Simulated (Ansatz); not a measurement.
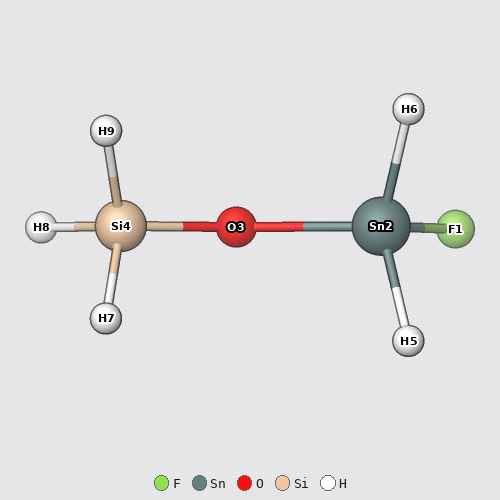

The system is FH₅OSiSn, SMILES [F][SnH2][O][SiH3]; the picture shows the reference structure. The first coordinate is: angle F1–Sn2–H6; the second: angle H8–Si4–O3. Nothing is relaxed (all other coordinates rigid). Grid: 9 × 9 points. Points are written as (first, second). Energies are in eV, from the lowest grid point. Computed with RKS PBE-D4/def2-TZVP in Ansatz 0.2.0.

Its coordinates:

```yaml
atoms:
  - { symbol: F, position_ang: [-1.5297, 2.0513, -1.8062] }
  - { symbol: Sn, position_ang: [-0.1002, 1.5553, -0.5981] }
  - { symbol: O, position_ang: [-0.5035, -0.3406, -0.2644] }
  - { symbol: Si, position_ang: [0.1541, -1.5684, 0.6204] }
  - { symbol: H, position_ang: [1.3528, 1.6771, -1.4953] }
  - { symbol: H, position_ang: [-0.3518, 2.4505, 0.8393] }
  - { symbol: H, position_ang: [1.5622, -1.8554, 0.1886] }
  - { symbol: H, position_ang: [-0.6826, -2.7882, 0.4171] }
  - { symbol: H, position_ang: [0.1872, -1.2278, 2.0814] }
```

Range: angle F1–Sn2–H6 from 61.3 to 151.3°; angle H8–Si4–O3 from 63.2 to 153.2°.

Q: What will the energy surface look like?

A: The lowest grid point is at (106.3°, 108.2°). It is the only kind of minimum in the scanned range. The highest grid point, (61.3°, 63.2°), lies 3.22 eV above the lowest. Round the minimum the two coordinates are nearly uncoupled.

```csv
"angle H8–Si4–O3 ↓, angle F1–Sn2–H6 →",61.3,72.6,83.8,95.1,106.3,117.6,128.8,140.1,151.3
153.2,2.88,2.15,1.71,1.46,1.38,1.45,1.66,2.00,2.50
141.9,2.28,1.55,1.10,0.86,0.78,0.85,1.05,1.40,1.90
130.7,1.85,1.12,0.67,0.43,0.35,0.42,0.63,0.98,1.47
119.4,1.58,0.85,0.41,0.17,0.09,0.16,0.37,0.72,1.21
108.2,1.49,0.76,0.32,0.07,0.00,0.07,0.28,0.63,1.13
96.9,1.58,0.85,0.41,0.17,0.10,0.17,0.38,0.73,1.23
85.7,1.88,1.15,0.71,0.47,0.40,0.47,0.68,1.04,1.54
74.4,2.42,1.69,1.25,1.01,0.94,1.02,1.23,1.59,2.09
63.2,3.22,2.49,2.05,1.82,1.75,1.82,2.03,2.39,2.89
```

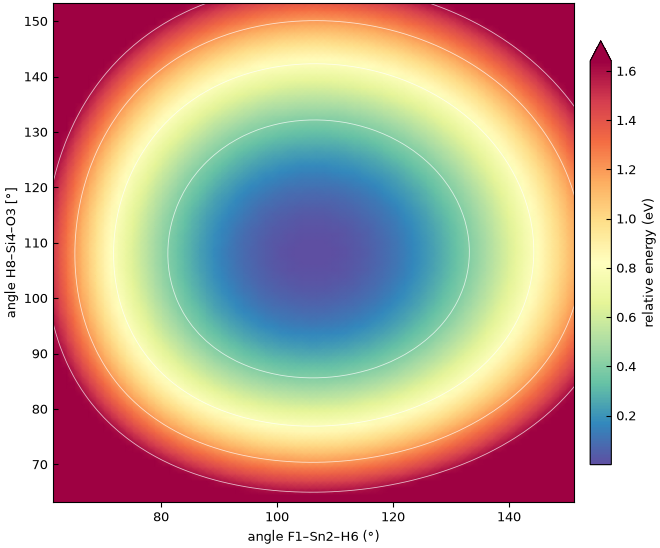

In the figure: a smooth colour map with a few white contour lines, one colour for all values above the top of the scale. Between grid points the surface is interpolated.

The whole map (81 points run) took 8.2 min on 1 thread of Arm Neoverse V2 (shared host).
